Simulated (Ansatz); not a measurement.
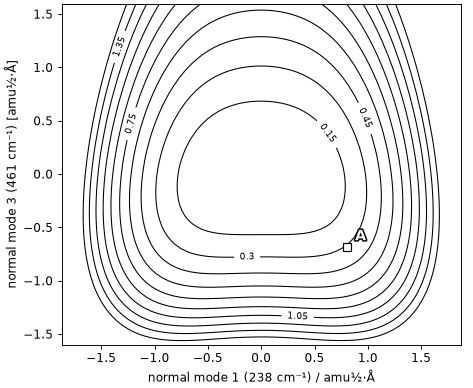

CH2GaN, SMILES N#[C][GaH2]. The first coordinate is: normal mode 1 (238 cm⁻¹); the second: normal mode 3 (461 cm⁻¹). Nothing is relaxed (straight displacements along the two mass-weighted modes). The scan uses a 15 × 15 grid. Points are written as (first, second). Energies are in eV, from the lowest grid point. Theory: Ansatz, RHF/def2-TZVP.

The picture shows contour lines labelled in eV (none above 1.5), the point A. Between grid points the surface is interpolated.

Q: Which way does the force act at A, and how strong is it?

A: A, at (0.802 amu½·Å, −0.686 amu½·Å), is not a stationary point. The computed force is 0.45 eV for each amu½·Å towards smaller values of normal mode 1 (238 cm⁻¹) and 0.6 eV for each amu½·Å towards larger values of normal mode 3 (461 cm⁻¹).
